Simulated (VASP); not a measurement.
Band structure of Ni (fcc). All values below come from r2SCAN meta-GGA, VASP's PBE PAW potentials (set 64) (plane waves; VASP 6.6.1).

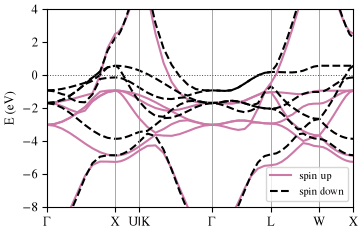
Bands along high-symmetry lines, zero at the valence-band maximum or, without a gap, the Fermi level

Task: Read the plot: is there a gap, and where are the band edges?

Result: It has no gap at this level: it comes out as a metal or semimetal.

The compound is Ni in the fcc structure. It was relaxed first.
